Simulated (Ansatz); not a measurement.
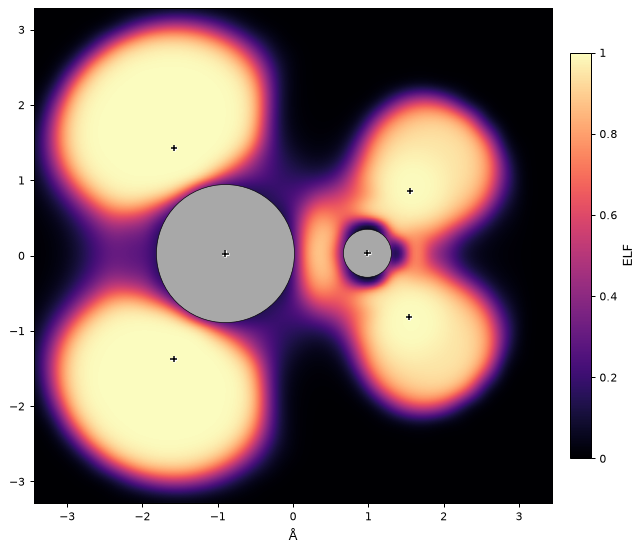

The ELF on a plane through atoms (crosses mark nuclei in the plane; grey discs cover the cores).

Method: RKS PBE0/def2-SVP (Ansatz).

Candidates:
A. GaH₄N···H₂
B. BH₄N···H₂

Which candidate gave the map?

Answer. Candidate A: GaH₄N···H₂ on the plane of atoms N2, Ga1 and H5, which holds Ga, N and H. Ga–N (1.88 Å): the ELF peaks at about 0.90 in the valence shell of N, 0.6 Å from its nucleus, and is about 0.35 at the midpoint. N–H (1.01 Å): the ELF climbs to about 1 towards the hydrogen, as it does in any bond to H: a covalent bond by its length.
